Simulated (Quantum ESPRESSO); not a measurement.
# Magnetic state of SrFeO3 from several starts, part 2 of 3

Aim: find out which collinear order of SrFeO3 costs least.

Quantum ESPRESSO 7.5; LDA with U = 4.5 eV on Fe d (ortho-atomic projectors); plane waves with GBRV 1.5 LDA potentials, no spin-orbit coupling.

So far, absolute magnetization (μB): step 2 (start 1: ferro +) 4.24.

### 3. Start 2: antiferro q=(0,1/2,1/2) +−

This order needs a doubled cell of 10 atoms. The wavevector q is in fractions of the reciprocal vectors of the crystal's primitive cell, as the cells of these inputs are built from it; moments change sign between cells as cos(2π q·R).

The input, pw.in:

```
&CONTROL
  calculation = 'scf'
  prefix = 'pwscf'
  outdir = './tmp'
  pseudo_dir = './pseudo'
  disk_io = 'nowf'
/
&SYSTEM
  ibrav = 0
  celldm(1) = 8
  nat = 10
  ntyp = 4
  ecutwfc = 40
  ecutrho = 280
  nbnd = 58
  occupations = 'smearing'
  smearing = 'fd'
  degauss = 0.00367493
  nspin = 2
  starting_magnetization(1) = 0
  starting_magnetization(2) = 0.25
  starting_magnetization(3) = -0.25
  starting_magnetization(4) = 0
/
&ELECTRONS
  conv_thr = 2d-08
  electron_maxstep = 150
  mixing_beta = 0.3
/
ATOMIC_SPECIES
Sr     87.6200 sr_lda_v1.uspp.F.UPF
Fe1    55.8450 fe_lda_v1.5.uspp.F.UPF
Fe2    55.8450 fe_lda_v1.5.uspp.F.UPF
O      15.9990 o_lda_v1.2.uspp.F.UPF
CELL_PARAMETERS alat
   0.9044261814408    0.0000000000000    0.0000000000000
   0.0000000000000    1.8088523628816    0.0000000000000
   0.0000000000000    0.9044261814408    0.9044261814408
ATOMIC_POSITIONS crystal
Sr      0.0000000000    0.0000000000    0.0000000000
Sr      0.0000000000    0.5000000000    0.0000000000
Fe1     0.5000000000    0.0000000000    0.5000000000
Fe2     0.5000000000    0.5000000000    0.5000000000
O       0.0000000000    0.0000000000    0.5000000000
O       0.0000000000    0.5000000000    0.5000000000
O       0.5000000000    0.7500000000    0.5000000000
O       0.5000000000    0.2500000000    0.5000000000
O       0.5000000000    0.2500000000    0.0000000000
O       0.5000000000    0.7500000000    0.0000000000
K_POINTS automatic
6 3 6 0 0 0
HUBBARD {ortho-atomic}
U Fe1-3d 4.5000
U Fe2-3d 4.5000
```

Started as:

```bash
OMP_NUM_THREADS=1 mpirun -n 4 pw.x -nk 4 -in pw.in > pw.out
```

Output:

```text
[banner, memory and clock lines left out]
Program PWSCF v.7.5 starts

     Message from routine setup:
     using ibrav=0 with symmetry is DISCOURAGED, use correct ibrav instead

     bravais-lattice index     =            0
     lattice parameter (alat)  =       8.0000  a.u.
     unit-cell volume          =     757.5640 (a.u.)^3
     number of atoms/cell      =           10
     number of atomic types    =            4
     number of electrons       =        88.00
     number of Kohn-Sham states=           58
     kinetic-energy cutoff     =      40.0000  Ry
     charge density cutoff     =     280.0000  Ry
     scf convergence threshold =      2.0E-08
     mixing beta               =       0.3000
     number of iterations used =            8  plain     mixing
     Exchange-correlation= SLA  PZ   NOGX NOGC
                           (   1   1   0   0   0   0   0)
     Hubbard projectors: ortho-atomic
     Hubbard parameters of DFT+U (Dudarev formulation) in eV:
     U(Fe1-3d) =  4.5000
     U(Fe2-3d) =  4.5000

     Internal variables: lda_plus_u =T, lda_plus_u_kind = 0

     Internal variables: orbital_resolved =F, hub_pot_fix =F, apply_U = F

     celldm(1)=   8.000000  celldm(2)=   0.000000  celldm(3)=   0.000000
     celldm(4)=   0.000000  celldm(5)=   0.000000  celldm(6)=   0.000000

     crystal axes: (cart. coord. in units of alat)
               a(1) = (   0.904426   0.000000   0.000000 )
               a(2) = (   0.000000   1.808852   0.000000 )
               a(3) = (   0.000000   0.904426   0.904426 )

     reciprocal axes: (cart. coord. in units 2 pi/alat)
               b(1) = (  1.105673  0.000000  0.000000 )
               b(2) = (  0.000000  0.552837 -0.552837 )
               b(3) = (  0.000000  0.000000  1.105673 )

     PseudoPot. # 1 for Sr read from file:
     sr_lda_v1.uspp.F.UPF
     Pseudo is Ultrasoft + core correction, Zval = 10.0

     PseudoPot. # 2 for Fe read from file:
     fe_lda_v1.5.uspp.F.UPF
     Pseudo is Ultrasoft + core correction, Zval = 16.0

     PseudoPot. # 3 for Fe read from file:
     fe_lda_v1.5.uspp.F.UPF
     Pseudo is Ultrasoft + core correction, Zval = 16.0

     PseudoPot. # 4 for O  read from file:
     o_lda_v1.2.uspp.F.UPF
     Pseudo is Ultrasoft + core correction, Zval =  6.0

     atomic species   valence    mass     pseudopotential
     Sr               10.00    87.62000     Sr( 1.00)
     Fe1              16.00    55.84500     Fe( 1.00)
     Fe2              16.00    55.84500     Fe( 1.00)
     O                 6.00    15.99900     O ( 1.00)

     Starting magnetic structure
     atomic species   magnetization
     Sr              0.000
     Fe1             0.250
     Fe2            -0.250
     O               0.000

     16 Sym. Ops., with inversion, found ( 8 have fractional translation)

   Cartesian axes

     site n.     atom                  positions (alat units)
         1        Sr     tau(   1) = (   0.0000000   0.0000000   0.0000000  )
         2        Sr     tau(   2) = (   0.0000000   0.9044262   0.0000000  )
         3        Fe1    tau(   3) = (   0.4522131   0.4522131   0.4522131  )
         4        Fe2    tau(   4) = (   0.4522131   1.3566393   0.4522131  )
         5        O      tau(   5) = (   0.0000000   0.4522131   0.4522131  )
         6        O      tau(   6) = (   0.0000000   1.3566393   0.4522131  )
         7        O      tau(   7) = (   0.4522131   1.8088524   0.4522131  )
         8        O      tau(   8) = (   0.4522131   0.9044262   0.4522131  )
         9        O      tau(   9) = (   0.4522131   0.4522131   0.0000000  )
        10        O      tau(  10) = (   0.4522131   1.3566393   0.0000000  )

     number of k points=    24  Fermi-Dirac smearing, width (Ry)=  0.0037
                       cart. coord. in units 2pi/alat
        k(    1) = (   0.0000000   0.0000000   0.0000000), wk =   0.0092593
        k(    2) = (   0.0000000   0.0000000   0.1842789), wk =   0.0370370
        k(    3) = (   0.0000000   0.0000000   0.3685578), wk =   0.0370370
        k(    4) = (   0.0000000   0.0000000  -0.5528367), wk =   0.0092593
        k(    5) = (   0.0000000   0.1842789  -0.1842789), wk =   0.0370370
        [... 19 further k-points ...]

     Dense  grid:    59991 G-vectors     FFT dimensions: (  40,  80,  60)

     Smooth grid:    25957 G-vectors     FFT dimensions: (  30,  60,  45)

     Check: negative core charge=   -0.000023
     Generating pointlists ...
     new r_m :   0.2638 (alat units)  2.1104 (a.u.) for type    1
     new r_m :   0.1865 (alat units)  1.4923 (a.u.) for type    2
     new r_m :   0.1865 (alat units)  1.4923 (a.u.) for type    3
     new r_m :   0.1865 (alat units)  1.4923 (a.u.) for type    4

     Initial potential from superposition of free atoms

     starting charge      85.9459, renormalised to      88.0000

     negative rho (up, down):  6.558E-02 6.558E-02

     STARTING HUBBARD OCCUPATIONS:

     =================== HUBBARD OCCUPATIONS ===================
     ------------------------ ATOM    3 ------------------------
     Tr[ns(  3)] (up, down, total) =   5.00000  0.00000  5.00000
     Atomic magnetic moment for atom   3 =   5.00000
     [... lines left out ...]
     ------------------------ ATOM    4 ------------------------
     Tr[ns(  4)] (up, down, total) =   0.00000  5.00000  5.00000
     Atomic magnetic moment for atom   4 =  -5.00000
     [... lines left out ...]
     Number of occupied Hubbard levels =   10.0000

     Atomic wfc used for Hubbard projectors are orthogonalized

     Starting wfcs are   76 randomized atomic wfcs

     Self-consistent Calculation

     iteration #  1     ecut=    40.00 Ry     beta= 0.30
     Davidson diagonalization with overlap
     ethr =  1.00E-02,  avg # of iterations =  2.0

     =================== HUBBARD OCCUPATIONS ===================
     ------------------------ ATOM    3 ------------------------
     Tr[ns(  3)] (up, down, total) =   4.51603  0.48758  5.00361
     Atomic magnetic moment for atom   3 =   4.02845
     [... lines left out ...]
     ------------------------ ATOM    4 ------------------------
     Tr[ns(  4)] (up, down, total) =   0.48759  4.51599  5.00358
     Atomic magnetic moment for atom   4 =  -4.02840
     [... lines left out ...]
     Number of occupied Hubbard levels =   10.0072

     negative rho (up, down):  6.503E-02 6.503E-02

     total energy              =    -834.38275347 Ry
     estimated scf accuracy    <       2.49788569 Ry

     total magnetization       =     0.00 Bohr mag/cell
     absolute magnetization    =     8.36 Bohr mag/cell

     iteration #  2     ecut=    40.00 Ry     beta= 0.30
     Davidson diagonalization with overlap
     ethr =  2.84E-03,  avg # of iterations =  2.0

     negative rho (up, down):  6.503E-02 6.503E-02

     total energy              =    -834.70557997 Ry
     estimated scf accuracy    <       2.06820514 Ry

     total magnetization       =    -0.00 Bohr mag/cell
     absolute magnetization    =     6.89 Bohr mag/cell

     [... further iterations left out ...]

     iteration # 13     ecut=    40.00 Ry     beta= 0.30
     Davidson diagonalization with overlap
     ethr =  2.53E-10,  avg # of iterations =  2.1

     negative rho (up, down):  6.656E-02 6.656E-02

     total energy              =    -834.99693885 Ry
     estimated scf accuracy    <       0.00000003 Ry

     total magnetization       =    -0.00 Bohr mag/cell
     absolute magnetization    =     7.77 Bohr mag/cell

     iteration # 14     ecut=    40.00 Ry     beta= 0.30
     Davidson diagonalization with overlap
     ethr =  3.02E-11,  avg # of iterations =  1.9

     negative rho (up, down):  6.656E-02 6.656E-02

     Magnetic moment per site  (integrated on atomic sphere of radius R)
     atom   1 (R=0.264)  charge=  7.5284  magn=  0.0000
     atom   2 (R=0.264)  charge=  7.5284  magn= -0.0000
     atom   3 (R=0.187)  charge= 12.8139  magn=  3.3561
     atom   4 (R=0.187)  charge= 12.8139  magn= -3.3561
     atom   5 (R=0.187)  charge=  5.2503  magn=  0.0683
     atom   6 (R=0.187)  charge=  5.2503  magn= -0.0683
     atom   7 (R=0.187)  charge=  5.2473  magn=  0.0000
     atom   8 (R=0.187)  charge=  5.2473  magn=  0.0000
     atom   9 (R=0.187)  charge=  5.2473  magn=  0.0000
     atom  10 (R=0.187)  charge=  5.2473  magn=  0.0000

     End of self-consistent calculation

     =================== HUBBARD OCCUPATIONS ===================
     ------------------------ ATOM    3 ------------------------
     Tr[ns(  3)] (up, down, total) =   4.71332  1.07023  5.78355
     Atomic magnetic moment for atom   3 =   3.64309
     [... lines left out ...]
     ------------------------ ATOM    4 ------------------------
     Tr[ns(  4)] (up, down, total) =   1.07024  4.71332  5.78356
     Atomic magnetic moment for atom   4 =  -3.64308
     [... lines left out ...]
     Number of occupied Hubbard levels =   11.5671

     [... lines left out ...]
     the Fermi energy is    10.2455 ev

!    total energy              =    -834.99693886 Ry
     estimated scf accuracy    <       0.00000001 Ry
     smearing contrib. (-TS)   =      -0.00173172 Ry
     internal energy E=F+TS    =    -834.99520714 Ry

     The total energy is F=E-TS. E is the sum of the following terms:
     one-electron contribution =    -405.40753865 Ry
     hartree contribution      =     250.36872536 Ry
     xc contribution           =    -137.44400014 Ry
     ewald contribution        =    -542.86214591 Ry
     Hubbard energy            =       0.34975220 Ry

     total magnetization       =     0.00 Bohr mag/cell
     absolute magnetization    =     7.77 Bohr mag/cell

     convergence has been achieved in  14 iterations
```

It took 54 s on 4 MPI ranks of Intel Xeon Platinum 8488C (Sapphire Rapids), shared host; peak memory 0.85 GiB.

Spin moment in the atom's sphere by atom:

```tsv
atom	spin moment in the atom's sphere (μB)
Sr1	0.00
Sr2	0.00
Fe3	3.36
Fe4	-3.36
O5	0.07
O6	-0.07
O7	0.00
O8	0.00
O9	0.00
O10	0.00
```

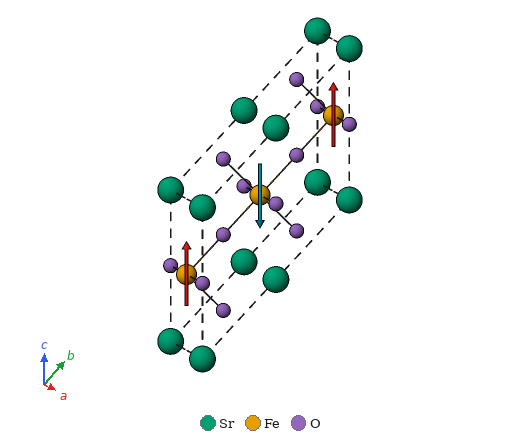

Spin moment in the atom's sphere as arrows, the longest 3.36 μB. Up and down stand for the sign. Arrows give size and sign along the axis of quantisation, drawn up and down the page. The two directions have two colours. Some periodic images of atoms are drawn too.

Read from the output:

| Quantity | Value |
| --- | --- |
| smearing term TS | 0.02356 eV |
| magnetization | 0 μB |
| absolute magnetization | 7.767 μB |
| final state | antiferromagnetic |

### 4. Start 3: antiferro q=(0,0,1/2) +−

The cell is doubled to 10 atoms to hold this order.

The input, pw.in:

```
&CONTROL
  calculation = 'scf'
  prefix = 'pwscf'
  outdir = './tmp'
  pseudo_dir = './pseudo'
  disk_io = 'nowf'
/
&SYSTEM
  ibrav = 0
  celldm(1) = 8
  nat = 10
  ntyp = 4
  ecutwfc = 40
  ecutrho = 280
  nbnd = 58
  occupations = 'smearing'
  smearing = 'fd'
  degauss = 0.00367493
  nspin = 2
  starting_magnetization(1) = 0
  starting_magnetization(2) = 0.25
  starting_magnetization(3) = -0.25
  starting_magnetization(4) = 0
/
&ELECTRONS
  conv_thr = 2d-08
  electron_maxstep = 150
  mixing_beta = 0.3
/
ATOMIC_SPECIES
Sr     87.6200 sr_lda_v1.uspp.F.UPF
Fe1    55.8450 fe_lda_v1.5.uspp.F.UPF
Fe2    55.8450 fe_lda_v1.5.uspp.F.UPF
O      15.9990 o_lda_v1.2.uspp.F.UPF
CELL_PARAMETERS alat
   0.9044261814408    0.0000000000000    0.0000000000000
   0.0000000000000    0.9044261814408    0.0000000000000
   0.0000000000000    0.0000000000000    1.8088523628816
ATOMIC_POSITIONS crystal
Sr      0.0000000000    0.0000000000    0.0000000000
Sr      0.0000000000    0.0000000000    0.5000000000
Fe1     0.5000000000    0.5000000000    0.2500000000
Fe2     0.5000000000    0.5000000000    0.7500000000
O       0.0000000000    0.5000000000    0.2500000000
O       0.0000000000    0.5000000000    0.7500000000
O       0.5000000000    0.0000000000    0.2500000000
O       0.5000000000    0.0000000000    0.7500000000
O       0.5000000000    0.5000000000    0.0000000000
O       0.5000000000    0.5000000000    0.5000000000
K_POINTS automatic
6 6 3 0 0 0
HUBBARD {ortho-atomic}
U Fe1-3d 4.5000
U Fe2-3d 4.5000
```

Output:

```text
     [... lines left out ...]
Program PWSCF v.7.5 starts
     [... lines left out ...]
     number of atoms/cell      =           10
     [... lines left out ...]
     number of electrons       =        88.00
     number of Kohn-Sham states=           58
     kinetic-energy cutoff     =      40.0000  Ry
     charge density cutoff     =     280.0000  Ry
     scf convergence threshold =      2.0E-08
     [... lines left out ...]
     16 Sym. Ops., with inversion, found ( 8 have fractional translation)
     [... lines left out ...]
     number of k points=    20  Fermi-Dirac smearing, width (Ry)=  0.0037
     [... lines left out ...]
     iteration # 14     ecut=    40.00 Ry     beta= 0.30
     [... lines left out ...]
     Magnetic moment per site  (integrated on atomic sphere of radius R)
     atom   1 (R=0.264)  charge=  7.5284  magn= -0.0000
     atom   2 (R=0.264)  charge=  7.5284  magn= -0.0000
     atom   3 (R=0.187)  charge= 12.8038  magn=  3.3828
     atom   4 (R=0.187)  charge= 12.8038  magn= -3.3828
     atom   5 (R=0.187)  charge=  5.2515  magn=  0.0741
     atom   6 (R=0.187)  charge=  5.2515  magn= -0.0741
     atom   7 (R=0.187)  charge=  5.2515  magn=  0.0741
     atom   8 (R=0.187)  charge=  5.2515  magn= -0.0741
     atom   9 (R=0.187)  charge=  5.2481  magn= -0.0000
     atom  10 (R=0.187)  charge=  5.2481  magn= -0.0000
     [... lines left out ...]
     Tr[ns(  3)] (up, down, total) =   4.71842  1.05046  5.76888
     [... lines left out ...]
     Tr[ns(  4)] (up, down, total) =   1.05046  4.71841  5.76887
     [... lines left out ...]
     the Fermi energy is    10.2860 ev
!    total energy              =    -835.01173169 Ry
     estimated scf accuracy    <       0.00000002 Ry
     smearing contrib. (-TS)   =      -0.00128078 Ry
     [... lines left out ...]
     total magnetization       =     0.00 Bohr mag/cell
     absolute magnetization    =     8.07 Bohr mag/cell
     convergence has been achieved in  14 iterations
```

It took 40 s on 4 MPI ranks; peak memory 0.7 GiB.

Spin moment in the atom's sphere by atom:

```tsv
atom	spin moment in the atom's sphere (μB)
Sr1	0.00
Sr2	0.00
Fe3	3.38
Fe4	-3.38
O5	0.07
O6	-0.07
O7	0.07
O8	-0.07
O9	0.00
O10	0.00
```

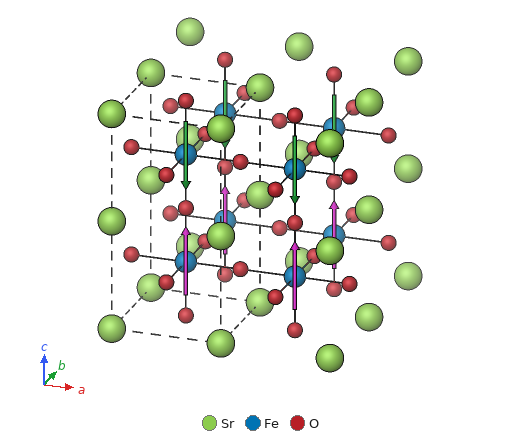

Spin moment in the atom's sphere as arrows, the longest 3.38 μB. Up and down stand for the sign. Arrows give size and sign along the axis of quantisation, drawn up and down the page. The two directions have two colours. 2×2×1 cells are drawn. Some periodic images of atoms are drawn too.

Numbers from this step:

```yaml
smearing_term_ts: 0.01743 eV
magnetization: 0 μB
absolute_magnetization: 8.075 μB
final_state: antiferromagnetic
```

### 5. Ranking

An order is kept where moments of 0.15 μB or more survive with the typed signs; meshes match where a doubled cell samples the same k points as the first cell.

Orders:

```tsv
start	final state	typed order kept	energy over the lowest (meV a seeded atom)	largest site moment (μB)	net moment (μB a cell of the first run)	mesh matched	CPU time (s)
ferro +	ferromagnetic	yes	0	3.434	4.081	yes	36.87
antiferro q=(0,1/2,1/2) +-	antiferromagnetic	yes	187.2	3.356	0	yes	216.9
antiferro q=(0,0,1/2) +-	antiferromagnetic	yes	86.55	3.383	0	yes	158.2
```

### 6. Energy mapping

E = −Σ J e·e over ordered pairs of unit vectors, so each pair counts twice. As many shells are taken as there are differences of energy, so the couplings are solved for and no residual tests the model; further shells are folded in, and shells whose pairs keep their relative signs in all orders cancel and are not probed. Couplings from the energies:

```tsv
pair	distance (Å)	neighbours an atom	J (meV)
Fe-Fe	3.829	6	25.16
Fe-Fe	5.415	12	-0.88
```

### 7. The lowest state again, with its states saved

The input, pw.in:

```
&CONTROL
  calculation = 'scf'
  prefix = 'pwscf'
  outdir = './tmp'
  pseudo_dir = './pseudo'
  disk_io = 'low'
/
&SYSTEM
  ibrav = 0
  celldm(1) = 8
  nat = 5
  ntyp = 3
  ecutwfc = 40
  ecutrho = 280
  nbnd = 37
  occupations = 'smearing'
  smearing = 'fd'
  degauss = 0.00367493
  nspin = 2
  starting_magnetization(1) = 0
  starting_magnetization(2) = 0.25
  starting_magnetization(3) = 0
/
&ELECTRONS
  conv_thr = 1d-08
  electron_maxstep = 150
  mixing_beta = 0.3
/
ATOMIC_SPECIES
Sr     87.6200 sr_lda_v1.uspp.F.UPF
Fe     55.8450 fe_lda_v1.5.uspp.F.UPF
O      15.9990 o_lda_v1.2.uspp.F.UPF
CELL_PARAMETERS alat
   0.9044261814408    0.0000000000000    0.0000000000000
   0.0000000000000    0.9044261814408    0.0000000000000
   0.0000000000000    0.0000000000000    0.9044261814408
ATOMIC_POSITIONS crystal
Sr      0.0000000000    0.0000000000    0.0000000000
Fe      0.5000000000    0.5000000000    0.5000000000
O       0.0000000000    0.5000000000    0.5000000000
O       0.5000000000    0.0000000000    0.5000000000
O       0.5000000000    0.5000000000    0.0000000000
K_POINTS automatic
6 6 6 0 0 0
HUBBARD {ortho-atomic}
U Fe-3d 4.5000
```

Output:

```text
     [... lines left out ...]
Program PWSCF v.7.5 starts
     [... lines left out ...]
     number of atoms/cell      =            5
     [... lines left out ...]
     number of electrons       =        44.00
     number of Kohn-Sham states=           37
     kinetic-energy cutoff     =      40.0000  Ry
     charge density cutoff     =     280.0000  Ry
     scf convergence threshold =      1.0E-08
     [... lines left out ...]
     48 Sym. Ops., with inversion, found
     [... lines left out ...]
     number of k points=    20  Fermi-Dirac smearing, width (Ry)=  0.0037
     [... lines left out ...]
     iteration # 12     ecut=    40.00 Ry     beta= 0.30
     [... lines left out ...]
     Magnetic moment per site  (integrated on atomic sphere of radius R)
     atom   1 (R=0.264)  charge=  7.5287  magn=  0.0078
     atom   2 (R=0.187)  charge= 12.7958  magn=  3.4345
     atom   3 (R=0.187)  charge=  5.2521  magn=  0.0872
     atom   4 (R=0.187)  charge=  5.2521  magn=  0.0872
     atom   5 (R=0.187)  charge=  5.2521  magn=  0.0872
     [... lines left out ...]
     Tr[ns(  2)] (up, down, total) =   4.73538  1.01543  5.75082
     [... lines left out ...]
     the Fermi energy is    10.2804 ev
!    total energy              =    -417.51222737 Ry
     estimated scf accuracy    <          2.5E-09 Ry
     smearing contrib. (-TS)   =      -0.00030757 Ry
     [... lines left out ...]
     total magnetization       =     4.08 Bohr mag/cell
     absolute magnetization    =     4.24 Bohr mag/cell
     convergence has been achieved in  12 iterations
```

Wall time 10 s (4 MPI ranks); peak memory 0.43 GiB; 40 s of CPU time.

Read from the output:

| Quantity | Value |
| --- | --- |
| smearing term TS | 0.004185 eV |
| magnetization | 4.081 μB |
| absolute magnetization | 4.238 μB |
| final state | ferromagnetic |
| largest moment | 3.435 μB |

(Continued in part 3 of 3.)

[Logs and program files are shortened in this print: banners, set-up blocks, solver, clock and traceback lines can be left out without a mark of their own.]

[Logs are printed without paths, hosts, clocks, repeated set-up lines and the standing remarks that a program may print on its own settings, such as how far it seeks lower states.]

[Hosts, paths, dates, database ids (printed as entryN), source tags and the programs' standing remarks are cut or masked in the printed files.]

[Where a cell is said to come from a database of computed structures, the database is the Materials Project.]
